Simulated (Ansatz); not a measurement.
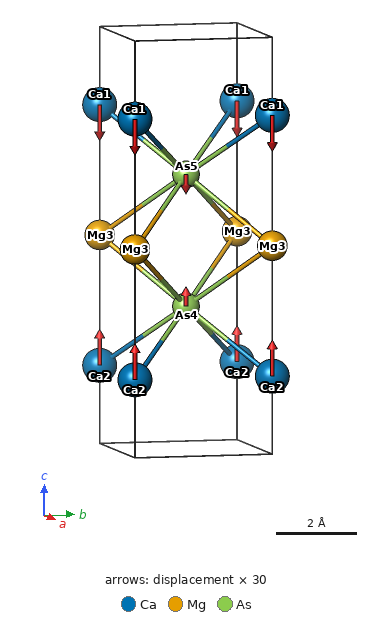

A relaxation of a crystal of Ca$_{2}$MgAs$_{2}$ (a generated structure, set up in P4/mmm). The starting structure is drawn; red arrows show the displacements (the part carried along by the change of the cell is left out), 30 times their true length.

The picture is a ball-and-stick view of the cell of the calculation, seen slightly off an axis.

These are results of DFT PBE, scalar-relativistic, plane waves, PAW (Ansatz), not measurements.

Input file:
```yaml
crystal:
  lattice:
    - [3.583984266, 0.0, 0.0]
    - [0.0, 3.583984266, 0.0]
    - [0.0, 0.0, 10.5919003434]
  atoms:
    - { symbol: Ca, position: [0.0, 0.0, 0.8128052504] }
    - { symbol: Ca, position: [0.0, 0.0, 0.1871947496] }
    - { symbol: Mg, position: [0.0, 0.0, 0.5] }
    - { symbol: As, position: [0.5, 0.5, 0.3417091834] }
    - { symbol: As, position: [0.5, 0.5, 0.6582908166] }
basis:
  ecutwfc: 420
kpoints:
  mp_grid: { grid: [10, 10, 4] }
hamiltonian:
  xc: pbe
scf:
  occupations: { method: gaussian, width: 0.1 }
output:
  forces: true
  stress: true
  eigenvalues: true
relax:
  adjacent_minimum: "off"
  f_tol: 0.01
  max_steps: 80
  cell: { stress_tol: 0.05 }
```

Launched with:
```bash
ansatz run input.yaml --threads 1 --pin off --max-ram 2048MiB --backend cpu --events-out ev --progress --plain --runs-dir out
```

Question: Atoms of which element are displaced furthest, and by how much?

Answer: Calcium: up to 0.031 Å, against 0.017 Å for arsenic.

Question: What did the optimiser do to the structure, and how much energy did it gain?

Answer: The energy falls by 0.6 meV per atom in 4 accepted moves (5 points after the start). The largest force component goes from 0.042 to 0.0023 eV/Å. Pressure: −0.01 GPa at the start and 0.02 GPa at the end. At 1 point the geometry stayed and the basis and grid were re-selected for the new cell (energy shift of less than 0.05 meV per atom at most each time). The largest moves relative to the cell, 0.031 Å, are those of Ca1 and Ca2. Ca2 goes along +c. By element the largest moves are Ca 0.031 Å, As 0.017 Å. Mg stays in place. The drawn cell changes as follows: a = b 3.584 → 3.602 Å (+0.5 %), c 10.592 → 10.540 Å (−0.5 %); the volume changes by +0.5 %. The space group stays P4/mmm (No. 123).
